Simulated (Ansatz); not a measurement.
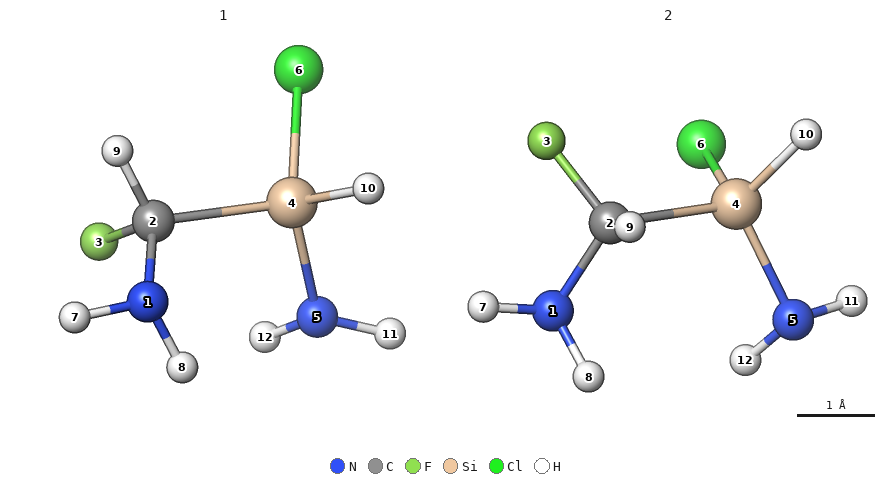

Two geometries of CH6ClFN2Si, drawn at one scale. One is the start of a relaxation, the other its converged end. The picture is a ball-and-stick view, seen from a free direction.

Method: RKS PBE-D4/def2-SVP (Ansatz). Set-up: no spin polarisation; force threshold 0.015 eV/Å; at most 40 steps.

Which one is relaxed?

Answer. Structure 1 is the relaxed one. The run prepares an end point of a later path (torsion) calculation, from a guessed geometry. The atom that moves furthest after the best rigid fit is F3 (1.93 Å). By element the largest moves are F 1.93 Å, H 1.63 Å, Cl 1.39 Å, N 1.11 Å, C 0.36 Å, Si 0.12 Å. Some distances before and after: C2–F3 1.363 → 1.453 Å, Si4–H10 1.440 → 1.496 Å, C2–Si4 1.944 → 1.911 Å, N5–H12 0.993 → 1.026 Å. Among the angles between lasting bonds that change: Si4–N5–H11 102.8° → 120.3°, N5–Si4–Cl6 105.4° → 116.0°, C2–Si4–N5 110.3° → 102.2°. Groups turn about C2–Si4 by about 110°. After 26 accepted moves (27 points after the start) the energy has fallen by 0.892 eV. The largest force component goes from 1.7 to 0.013 eV/Å. The line search rejected the trial step at point 18 of the run. The run took 88 s on 2 threads of Arm Neoverse V1 (shared host), peak memory 0.19 GiB.
